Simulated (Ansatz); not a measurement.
# C2H3AlClF: the cost of one run

Method: RKS r2SCAN/def2-SVP, in Ansatz 0.2.0.

### 1 The system as given

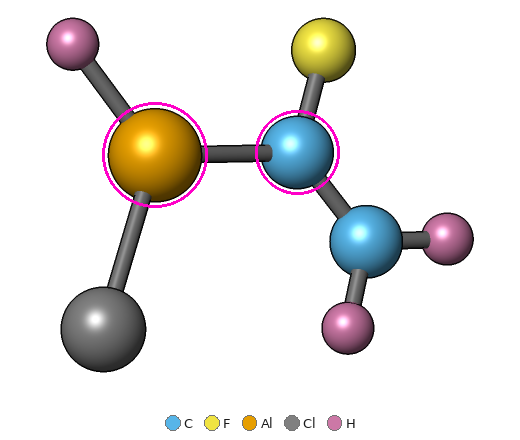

Start, viewed from a chosen angle; carbon blue, fluorine yellow, aluminium amber, chlorine grey, hydrogen pink. Ringed: C2, Al4.

Coordinates:

```xyz
8

C    -0.2186    0.4245    1.3293
C     0.5726   -0.0624    0.4297
F     1.8188   -0.3478    0.7841
Al    0.0851   -0.4253   -1.4272
Cl   -2.0528    0.0120   -2.0844
H     0.0637    0.6843    2.3303
H    -1.2633    0.7105    1.0479
H     1.0867   -1.0529   -2.4657
```

### 2 End point A

input.yaml reads:

```yaml
crystal:
  periodic: [false, false, false]
  atoms:
    - { symbol: C, position_ang: [-0.2186, 0.4245, 1.3293] }
    - { symbol: C, position_ang: [0.5726, -0.0624, 0.4297] }
    - { symbol: F, position_ang: [1.8188, -0.3478, 0.7841] }
    - { symbol: Al, position_ang: [0.0851, -0.4253, -1.4272] }
    - { symbol: Cl, position_ang: [-2.0528, 0.012, -2.0844] }
    - { symbol: H, position_ang: [0.0637, 0.6843, 2.3303] }
    - { symbol: H, position_ang: [-1.2633, 0.7105, 1.0479] }
    - { symbol: H, position_ang: [1.0867, -1.0529, -2.4657] }
basis:
  gaussian: { orbitals: def2-SVP }
hamiltonian:
  xc: r2scan
relax:
  f_tol: 0.015
  max_steps: 40
output:
  orbitals: {}
```

Started as:

```bash
> ansatz run input.yaml --threads 2 --pin off --max-ram 3072MiB --backend cpu --events-out ev --progress --plain --runs-dir out
```

**Question.** How long does this run take on 2 threads of Arm Neoverse V2, shared host, and how much memory does it need?

About 23 s, with a peak of 0.16 GiB.
